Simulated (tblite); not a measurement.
# C2H9BrO2Si4: the cost of one run

Programs: tblite 0.8.0 and PySCF 2.14.0, with density-fitted response routines of our own. Each step states its level of theory. These are calculated values for one molecule in the gas phase, unless marked as measured. Atoms count from 0, in the outputs and in this text.

### Step 1. The starting structure

18 atoms, charge 0, multiplicity 1; geometry from: force field or distance geometry start.

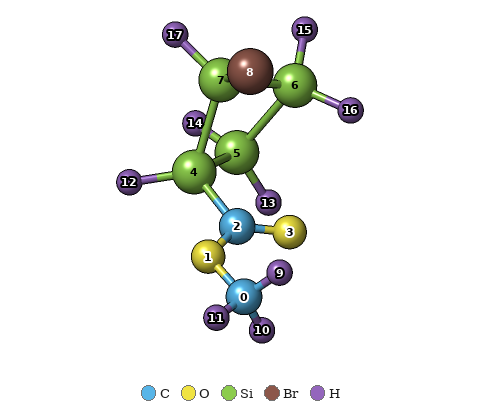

As it starts; carbon blue, oxygen yellow, silicon green, bromine brown, hydrogen purple, atoms numbered.

### Step 2. Relaxing the molecule with GFN2-xTB

What the job is given:

```
{"job": {"kind": "relax", "xc": "GFN2-xTB", "basis": "xTB"}, "charge": 0, "multiplicity": 1}
C      3.534100     0.299500     0.064400
O      2.411300    -0.543700    -0.246100
C      1.228700     0.092700    -0.299500
O      1.053200     1.304000    -0.149900
Si    -0.279900    -0.937900    -0.653300
Si    -1.993100     0.305800    -1.509600
Si    -2.541500     0.837500     0.647100
Si    -1.518800    -1.119700     1.227100
Br    -0.370200    -1.038000     3.091400
H      3.385400     0.774300     1.047300
H      3.649400     1.054800    -0.719200
H      4.422600    -0.319400     0.102900
H     -0.043700    -2.221500    -1.376700
H     -1.599100     1.449200    -2.380900
H     -3.029500    -0.542200    -2.142700
H     -4.012800     0.857500     0.916200
H     -1.852400     2.050100     1.170700
H     -2.452500    -2.296700     1.199400
```

On the command line:

```console
OMP_NUM_THREADS=1 python probes_run.py task.json out
```

The driver reads the jobs from task.json and runs them one after another.

**Question.** How long does this first job take on 1 thread of Arm Neoverse N1, shared host, and how much memory does it need?

About 2 s, with a peak of 0.18 GiB.
